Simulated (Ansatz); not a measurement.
# ZrB2: response to strain

Aim: deform ZrB2 (equal xy, yz and zx engineering shear strains of -3 %) and compute stress, forces and field gradients with LAPW, PAW and all-electron datasets made for the crystal.

Program: Ansatz 0.2.0. Level of theory: DFT LDA, scalar-relativistic. These are calculated values, not measurements.

## Step 1: The starting structure

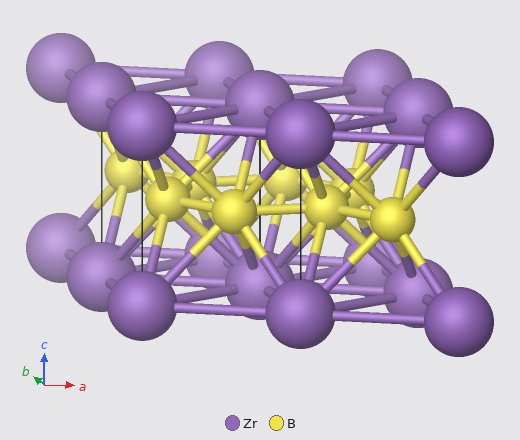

The starting structure, seen slightly off an axis (zirconium purple, boron yellow). 2×2×1 cells are drawn. Atoms on the faces are drawn again on the opposite ones.

As a file:

```xyz
3
Lattice="3.1650 0.0000 0.0000 -1.5825 2.7410 0.0000 0.0000 0.0000 3.5200" Properties=species:S:1:pos:R:3 pbc="T T T"
Zr    0.0000    0.0000    0.0000
B     0.0000    1.8273    1.7600
B     1.5825    0.9137    1.7600
```

Atoms are numbered in the order of the input: Zr1, B2, B3.

## Step 2: The deformed structure

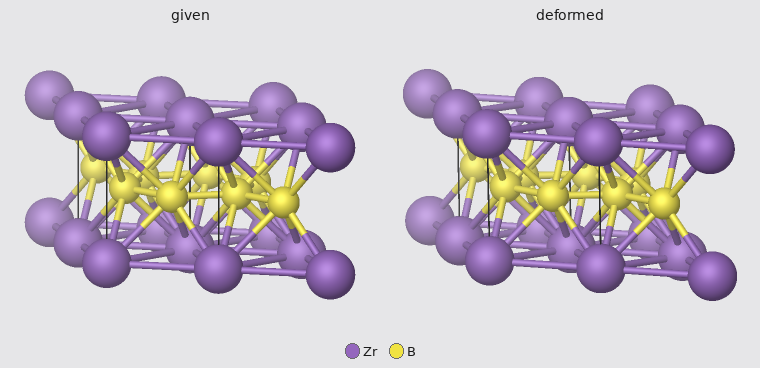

Given and deformed, at one scale.

Space group P6/mmm before, P-1 after.

## Step 3: LAPW, all electrons

Contents of input.yaml:

```yaml
crystal:
  lattice:
    - [3.1649998255, -0.0474749974, -0.0474749974]
    - [-1.6236144666, 2.7647077506, -0.0173770551]
    - [-0.0528, -0.0528, 3.52]
  atoms:
    - { symbol: Zr, position: [0.0, 0.0, 0.0] }
    - { symbol: B, position: [0.3333333333, 0.6666666667, 0.5] }
    - { symbol: B, position: [0.6666666667, 0.3333333333, 0.5] }
kpoints:
  mp_grid: { grid: [12, 12, 9] }
  band_path:
    path:
      - [0.0, 0.0, 0.0]
      - [0.0, 0.0, 0.5]
      - [-0.5, 0.5, 0.0]
      - [0.0, 0.0, 0.0]
      - [0.0, -0.5, 0.0]
      - [-0.5, 0.0, 0.5]
      - [0.0, 0.0, 0.0]
      - [-0.5, 0.0, 0.0]
      - [0.0, -0.5, 0.5]
    npoints: 5
scf:
  occupations: { method: fermi_dirac, width: 0.05 }
hamiltonian:
  xc: lda
  pseudopotentials: { kind: all_electron, lapw: { basis_error: 0.001 } }
output:
  forces: true
  stress: true
  eigenvalues: true
```

The run is started by

```sh
$ ansatz run input.yaml --threads 1 --pin off --max-ram 6144MiB --backend cpu --events-out ev --progress --plain --runs-dir out
```

Log (excerpt; [...] marks lines left out):

```text
LAPW: plane waves up to 8.753 Å⁻¹, error target 1.0e-3 eV per atom; small_component_spin mean_spin; B in spheres of 0.902 Å, 5 of its electrons in bands, Dirac shells []; Zr in spheres of 1.219 Å, 30 of its electrons in bands, Dirac shells []
[...]
Pseudopotentials: kind: all_electron
Pseudopotential: Zr, LAPW, valence charge 30, Koelling and Harmon's equation, gaussian nucleus
Pseudopotential: B, LAPW, valence charge 5, Koelling and Harmon's equation, gaussian nucleus
Functional definition: SPW92
[...]
Crystal: 3 atoms, lattice volume = 30.516 Å³
Basis set: ecut = 291.92525053749284 eV, 355 PW (Γ), exchange–correlation at level 2
Bands: 24, of which v1, the nominal top of the filled ones, is band 20 counted from 1 (19 counted from 0)
Symmetry: 2 space group operations
Space group: P-1 (ITA 2), of the structure as read, at distance tolerance 3.1e-5 Å
k-points: 650 of 1296
[...]
SCF iter   1: F=—  HF=-99165.439413 eV  |F-HF|=—  |Δ(HF+E_count)|=         —  Δρ=7.50e-2  dr2=3.41e0  ethr=8.52e-3  ⟨swp⟩=2.0  Hψ=102599  notcnv=0
[...]
the basis was enlarged: its passes take 35.0 KiB over the memory plan, 1 of 1 planned eigensolver slots
[...]
SCF iter   7: F=-99164.218918 eV  HF=-99164.218918 eV  |F-HF|=3.96e-8  |Δ(HF+E_count)|=   5.62e-6  Δρ=9.81e-6  dr2=2.94e-8  ethr=1.27e-8  ⟨swp⟩=3.0  Hψ=45373  notcnv=0
[...]
NSCF: frozen V_eff on 41 k-points
SCF converged after 7 iterations
Free energy (F): -99164.218918 eV
[...]
E sigma→0 (E₀):  -99164.218020 eV
Entropy (-TS):   -0.001798 eV (-0.599 meV/atom)
Fermi energy:    17.188847 eV
[...]
--- Forces (eV/Å), atoms counted from 1 ---
  atom   1  Zr     0.00000000     0.00000000     0.00000000
  atom   2  B     -0.07662459     0.00974160    -0.01751474
  atom   3  B      0.07662459    -0.00974160     0.01751474
[...]
--- Stress (GPa, compression-positive) ---
       -6.999369       8.025396       7.846076
        8.025396      -7.081751       7.829095
        7.846076       7.829095      -5.442178
  P = ⅓ Tr σ = -6.5078 GPa (-65.078 kbar)
--- Band table (eV; the first three rows and the last of 650) ---
  k-point 0: bands = ["-379.8861", "-293.4946", "-293.4766", "-293.4688", "-153.9305", "-153.9200", "-151.3045", "-151.3022", "-151.2956", "-151.2825", "-151.2819", "-31.3082", "-9.5579", "-9.0148", "-8.9579", "4.5447", "14.3088", "14.5288", "14.6973", "14.8799", "20.3782", "20.4790", [...]
[...]
```

Wall time 1.9 min (1 thread of Arm Neoverse V1, shared host); peak memory 1.4 GiB.

This run gives: pressure -6.51 GPa; no gap; largest force 0.079 eV/Å.

## Step 4: Frozen-core PAW

Contents of input.yaml:

```yaml
crystal:
  lattice:
    - [3.1649998255, -0.0474749974, -0.0474749974]
    - [-1.6236144666, 2.7647077506, -0.0173770551]
    - [-0.0528, -0.0528, 3.52]
  atoms:
    - { symbol: Zr, position: [0.0, 0.0, 0.0] }
    - { symbol: B, position: [0.3333333333, 0.6666666667, 0.5] }
    - { symbol: B, position: [0.6666666667, 0.3333333333, 0.5] }
kpoints:
  mp_grid: { grid: [12, 12, 9] }
scf:
  occupations: { method: fermi_dirac, width: 0.05 }
hamiltonian:
  xc: lda
  pseudopotentials: { kind: paw }
output:
  forces: true
  stress: true
  eigenvalues: true
  efg: { contact_densities: true }
```

The run is started by

```sh
$ ansatz run input.yaml --threads 1 --pin off --max-ram 6144MiB --backend cpu --events-out ev --progress --plain --runs-dir out
```

Log (excerpt; [...] marks lines left out):

```text
Zr: output.efg is read without spin–orbit coupling, which moves field gradients at and beside such atoms by some per cent and up to a factor of two; PAW files take it under magnetization.noncollinear and magnetization.spin_orbit
[...]
Pseudopotentials: kind: paw
Pseudopotential: Zr, paw, valence charge 12, recommended cutoff 420 eV (normal)
Pseudopotential: B, paw, valence charge 3, recommended cutoff 420 eV (normal)
[... 1 set-up line as earlier in the session ...]
[...]
Crystal: 3 atoms, lattice volume = 30.516 Å³
Basis set: ecut = 420 eV, 581 PW (Γ)
Bands: 13, of which v1, the nominal top of the filled ones, is band 9 counted from 1 (8 counted from 0)
[... 2 set-up lines as earlier in the session ...]
k-points: 650 of 1296
[...]
--- Stress (GPa, compression-positive) ---
       -6.977675       8.023947       7.841927
        8.023947      -7.059790       7.824803
        7.841927       7.824803      -5.483911
  P = ⅓ Tr σ = -6.5071 GPa (-65.071 kbar)
--- PAW observables at the nuclei: V_zz in 10²¹ V/m², potentials from the cell's mean, atoms counted from 1 ---
  atom   1  Zr V_zz =    +6.573919   η = 0.7835   by run symmetry: allowed
            electrostatic potential = -5930.654376 V   contact ρ = 488369.766890 e/Å³
  atom   2  B  V_zz =    -0.242988   η = 0.0177   by run symmetry: allowed
            electrostatic potential = -332.965360 V   contact ρ = 475.398162 e/Å³
  atom   3  B  V_zz =    -0.242988   η = 0.0177   by run symmetry: allowed
            electrostatic potential = -332.965360 V   contact ρ = 475.398162 e/Å³
--- Band table (eV; the first three rows and the last of 650) ---
  k-point 0: bands = ["-32.8145", "-11.0630", "-10.5190", "-10.4621", "3.0444", "12.8109", "13.0300", "13.1994", "13.3817", "18.8768", "18.9777", "19.8694", "19.9491"]
[...]
```

Run time: 14 s. Hardware: 1 thread of Arm Neoverse V1, shared host; peak memory 0.54 GiB.

Read from it: pressure -6.51 GPa; no gap; largest force 0.079 eV/Å; Vzz Zr1 6.57 (η = 0.78), B2 -0.24 (η = 0.02) (10²¹ V/m²).

## Step 5: All-electron PAW on datasets made for the crystal

Edit input.yaml of step 4 so:

```diff
@@ -15,3 +15,3 @@
   xc: lda
-  pseudopotentials: { kind: paw }
+  pseudopotentials: { kind: all_electron, datasets: crystal }
 output:
```

The run is started by

```sh
$ ansatz run input.yaml --threads 1 --pin off --max-ram 6144MiB --backend cpu --events-out ev --progress --plain --runs-dir out
```

Log (excerpt; [...] marks lines left out):

```text
[...]
Zr: output.efg is read without spin–orbit coupling, which moves field gradients at and beside such atoms by some per cent and up to a factor of two; PAW files take it under magnetization.noncollinear and magnetization.spin_orbit
[...]
[... 1 set-up line as earlier in the session ...]
Pseudopotential: Zr, paw, valence charge 12, recommended cutoff 320 eV (normal), Koelling and Harmon's equation, gaussian nucleus
Pseudopotential: B, paw, valence charge 3, recommended cutoff 320 eV (normal), Koelling and Harmon's equation, gaussian nucleus
[... 1 set-up line as earlier in the session ...]
[...]
Crystal: 3 atoms, lattice volume = 30.516 Å³
Basis set: ecut = 320 eV, 389 PW (Γ)
Bands: 13, of which v1, the nominal top of the filled ones, is band 9 counted from 1 (8 counted from 0)
[... 2 set-up lines as earlier in the session ...]
k-points: 650 of 1296
[...]
  atom   3  B      0.07665325    -0.00973088     0.01750898
[...]
--- Stress (GPa, compression-positive) ---
       -7.000939       8.025787       7.846648
        8.025787      -7.083302       7.829710
        7.846648       7.829710      -5.441958
  P = ⅓ Tr σ = -6.5087 GPa (-65.087 kbar)
--- PAW observables at the nuclei: V_zz in 10²¹ V/m², potentials from the cell's mean, atoms counted from 1 ---
  atom   1  Zr V_zz =    +6.636012   η = 0.7838   by run symmetry: allowed
            electrostatic potential = -5926.506618 V   contact ρ = 488426.647160 e/Å³
  atom   2  B  V_zz =    -0.246285   η = 0.1499   by run symmetry: allowed
            electrostatic potential = -331.002124 V   contact ρ = 475.427800 e/Å³
  atom   3  B  V_zz =    -0.246285   η = 0.1499   by run symmetry: allowed
            electrostatic potential = -331.002124 V   contact ρ = 475.427800 e/Å³
--- Band table (eV; the first three rows and the last of 650) ---
  k-point 0: bands = ["-31.3079", "-9.5574", "-9.0146", "-8.9578", "4.5447", "14.3087", "14.5288", "14.6972", "14.8799", "20.3783", "20.4791"]
[...]
```

Run time: 61 s. Hardware: 1 thread of Arm Neoverse V1, shared host; peak memory 1.1 GiB.

Read from it: pressure -6.51 GPa; no gap; largest force 0.079 eV/Å; Vzz Zr1 6.64 (η = 0.78), B2 -0.25 (η = 0.15) (10²¹ V/m²).

## Step 6: Side by side

Stress (GPa, compression positive):

```tsv
method	xx	yy	zz	yz	xz	xy
LAPW	-7.00	-7.08	-5.44	7.83	7.85	8.03
PAW	-6.98	-7.06	-5.48	7.82	7.84	8.02
crystal datasets	-7.00	-7.08	-5.44	7.83	7.85	8.03
```

Forces (eV/Å):

```tsv
atom	LAPW x	LAPW y	LAPW z	PAW x	PAW y	PAW z	crystal datasets x	crystal datasets y	crystal datasets z
Zr1	0.000	0.000	0.000	0.000	0.000	0.000	0.000	0.000	0.000
B2	-0.077	0.010	-0.018	-0.076	0.010	-0.017	-0.077	0.010	-0.018
B3	0.077	-0.010	0.018	0.076	-0.010	0.017	0.077	-0.010	0.018
```

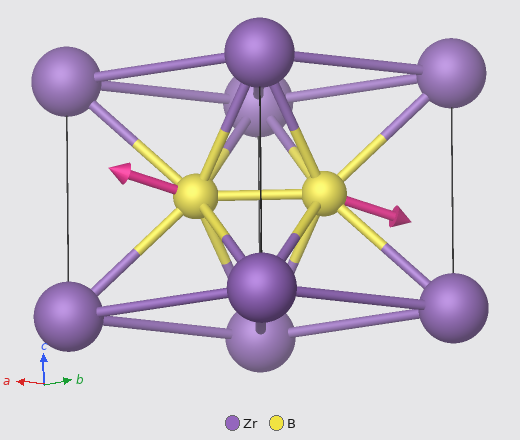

Forces of the LAPW run as arrows; the longest is 0.079 eV/Å.

```
          method  pressure (GPa)  largest force (eV/Å)  Vzz Zr1 (10²¹ V/m²)  Vzz B2 (10²¹ V/m²)  SCF cycles, all passes
            LAPW           -6.51                 0.079                    –                   –                       7
             PAW           -6.51                 0.079                 6.57               -0.24                       6
crystal datasets           -6.51                 0.079                 6.64               -0.25                       9
```

## Step 7: What came out

| quantity | value |
| --- | --- |
| pressure | LAPW -6.51, PAW -6.51, crystal datasets -6.51 GPa |
| largest shear or deviatoric stress (LAPW) | 8.03 GPa |

**Reading.** The largest part of the stress beyond the pressure is 8.03 GPa in size, in the xy component; the atoms are carried along and not relaxed. No run of the undeformed cell stands beside it, so the pressure holds what the given cell had before the change. PAW: stress within 0.04 GPa of LAPW, forces within 1 meV/Å. Crystal datasets: stress within 0.01 GPa of LAPW, forces within 1 meV/Å.
